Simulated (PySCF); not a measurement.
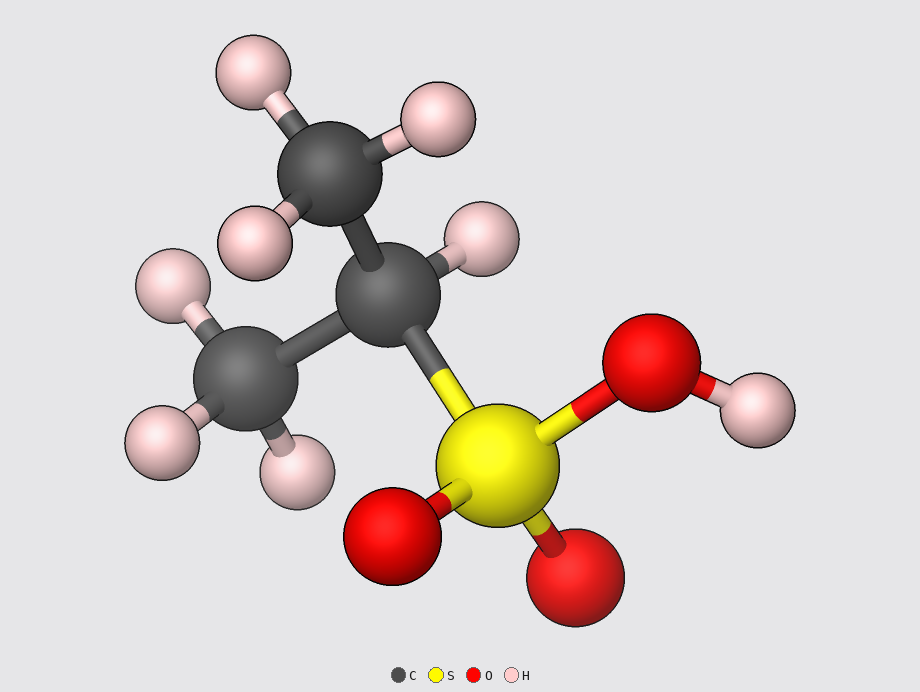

Rendered structure (ball-and-stick style). Every bond is drawn as one stick, whatever its order.

The geometry was computed by an optimisation with GFN2-xTB. No frequency run is at hand to confirm it as a minimum.

> Which formula does it have?

C₃H₈O₃S, 15 atoms: 3 carbon, 8 hydrogen, 3 oxygen and 1 sulfur.

> Give a SMILES string for it.

CC(C)S(=O)(=O)O

> Which point group does it belong to?

C1.

> Count the bonded pairs by element.

7 C–H, 3 O–S, 2 C–C, 1 C–S, 1 O–H.

> Does it have rings?

It has no ring.

The parts below concern this one geometry. Atoms keep their numbers from picture to picture.

**Excitation**

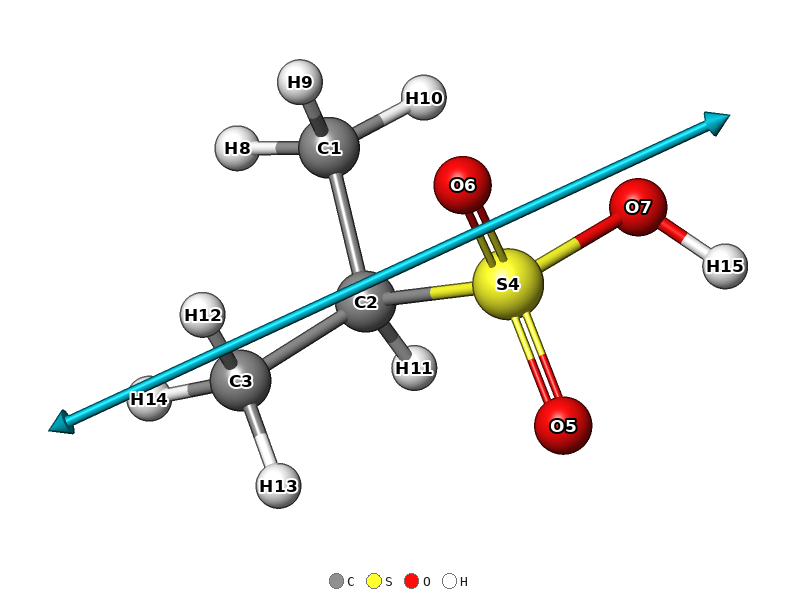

The double arrow shows the direction of the transition dipole to excited singlet state 2 (its length means nothing). No frequency run is at hand to confirm it as a minimum. Level of theory: TDDFT PBE0/def2-SVPD, vertical, gas phase, core orbitals frozen in the response (PySCF 2.14.0).

> Where does the transition lie, and how strong is it?

8.01 eV (155 nm), oscillator strength 0.049, mainly HOMO−1 → LUMO (weight 0.96); transition dipole 1.27 D.

**NMR shielding**

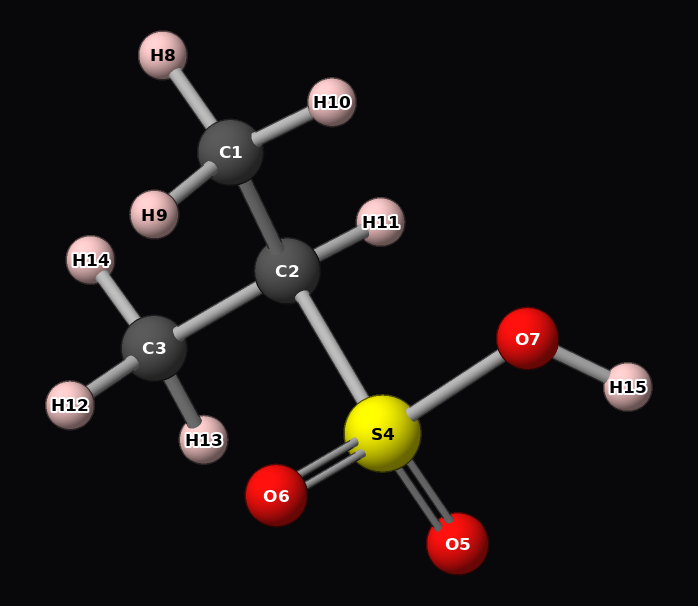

The questions are on isotropic NMR shieldings of the O atoms. No frequency run is at hand to confirm it as a minimum. Level of theory: GIAO PBE0/pcSseg-1 NMR shielding, non-relativistic, gas phase (PySCF 2.14.0).

List the isotropic NMR shieldings of the O atoms.

```csv
atom,σ (ppm)
O5,117.6
O6,122.3
O7,139.8
```

**Quadrupole coupling**

No frequency run is at hand to confirm it as a minimum. Electric field gradients from the ground-state density, PBE0/pcSseg-1 (PySCF 2.14.0), non-relativistic apart from any core potentials.

Give the largest field-gradient component, the quadrupole coupling constant and the asymmetry for 33S at S4 (Q = −67.81 mb), 17O at O5 (Q = −25.6 mb), 17O at O6 (Q = −25.6 mb), 17O at O7 (Q = −25.6 mb), 2H at H8 (Q = 2.86 mb), 2H at H9 (Q = 2.86 mb), 2H at H10 (Q = 2.86 mb), 2H at H11 (Q = 2.86 mb).

```tsv
atom	V_zz (a.u.)	e²qQ/h (MHz)	η
S4	1.100	−17.53	0.13
O5	1.319	−7.93	0.18
O6	1.252	−7.53	0.17
O7	1.768	−10.63	0.87
H8	0.313	0.210	0.03
H9	0.305	0.205	0.04
H10	0.310	0.208	0.03
H11	0.303	0.204	0.04
```
